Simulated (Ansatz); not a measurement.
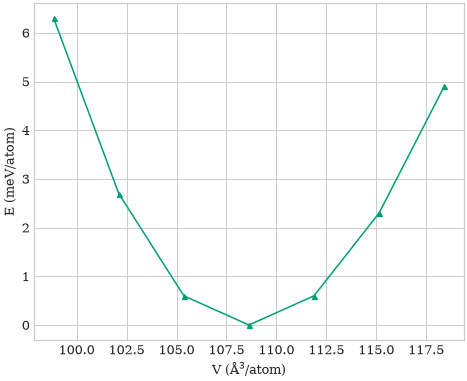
*Cs (bcc (W type), Im-3m) under volume change, the program Ansatz at the PBEsol level (PAW), scaled uniformly.*

Q: What does a third-order Birch–Murnaghan fit give for V₀, B₀ and B′?

A: V₀ = 108.63 Å³/atom, B₀ = 2.0 GPa, B′ = 3.1.

The PBEsol relaxation kept the symmetry of its start. Scalar-relativistic: spin–orbit coupling is off unless named, which matters more the heavier the elements.

Potentials: the earlier of the program's two PAW sets. The files were generated under PBE; for other functionals the program regenerates the frozen cores, and for LDA and PBEsol the local potential too.
